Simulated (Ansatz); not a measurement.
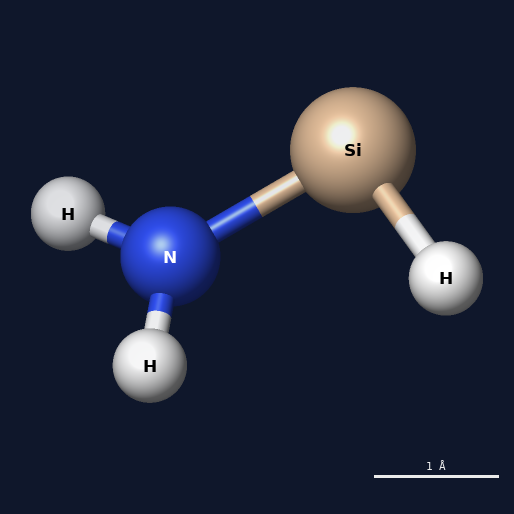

Rendered structure (ball-and-stick style).

Question: What is the molecular formula?

Answer: H₃NSi, 5 atoms: 3 hydrogen, 1 nitrogen and 1 silicon.

Question: How many atoms are distinct by symmetry?

Answer: 5: 1 N, 1 Si, 1 H, 1 H, 1 H.

Question: Count the bonded pairs by element.

Answer: 2 N–H, 1 N–Si, 1 Si–H. Sticks follow a distance rule.

The parts below concern this one geometry. Atoms keep their numbers from picture to picture. Computed geometry: PBE0-D4/def2-TZVP optimisation. No frequency run is at hand to confirm it as a minimum.

### Shape

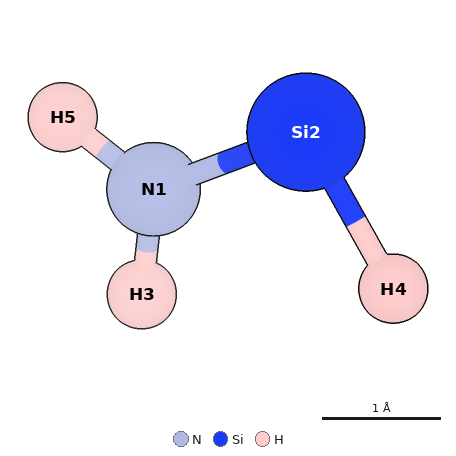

The atoms are numbered. No frequency run is at hand to confirm it as a minimum.

Give these bond angles: Si2–N1–H3, Si2–N1–H5, H3–N1–H5, N1–Si2–H4.

| angle | degrees |
| --- | --- |
| Si2–N1–H3 | 126.3 |
| Si2–N1–H5 | 121.7 |
| H3–N1–H5 | 112.0 |
| N1–Si2–H4 | 94.1 |

### Electronic properties

No frequency run is at hand to confirm it as a minimum. Properties computed with RKS PBE0-D4/def2-TZVPP (Ansatz 0.2.0).

Question: Estimate the HOMO–LUMO gap.

Answer: 4.84 eV.

Question: What is the HOMO energy (Kohn–Sham orbital)?

Answer: −6.34 eV.

### Dipole moment

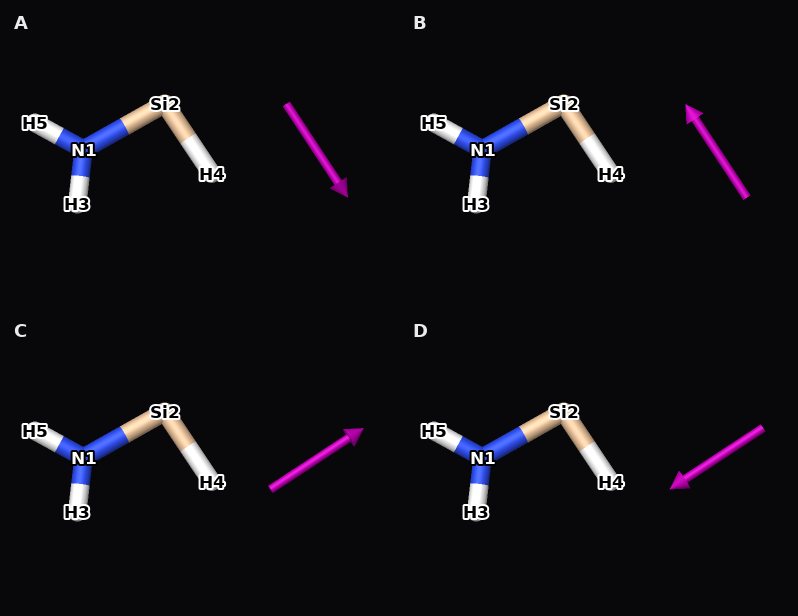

The same molecule four times, each with an arrow. No frequency run is at hand to confirm it as a minimum. Properties computed with RKS PBE0-D4/def2-TZVP (Ansatz 0.2.0).

Question: Which arrow points along the dipole moment, from the negative to the positive end?

Answer: D. The dipole moment is 2.12 D; it points from the side of Si2, H4 to the side of H3 (the outermost atoms at the two ends).

### Charges

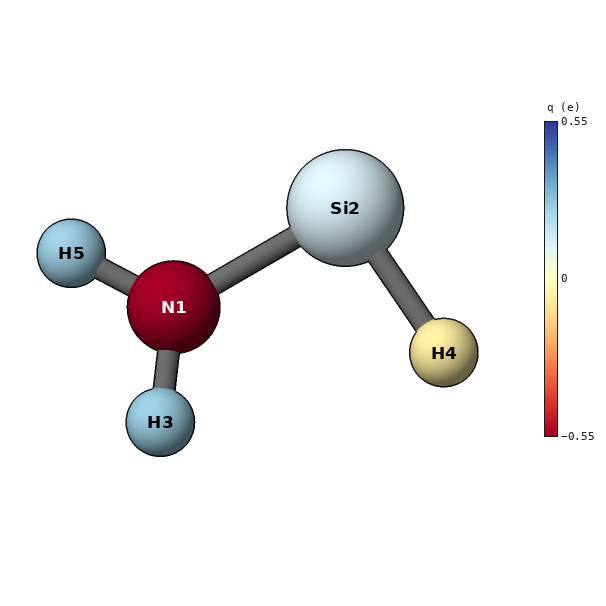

Atoms are coloured by their Mulliken charges. No frequency run is at hand to confirm it as a minimum. Level of theory: RKS PBE0-D4/def2-TZVP (Ansatz 0.2.0).

Question: Which atom carries the highest charge (most positive or least negative)?

Answer: H3, H5 (0.25 e).

Question: And the lowest?

Answer: N1 (−0.55 e).

Give the Mulliken charges atom by atom.

| atom | value (e) |
| --- | --- |
| N1 | −0.55 |
| Si2 | 0.12 |
| H3 | 0.25 |
| H4 | −0.06 |
| H5 | 0.25 |

Mulliken values depend strongly on the basis set and can even reverse the polarity of a bond.
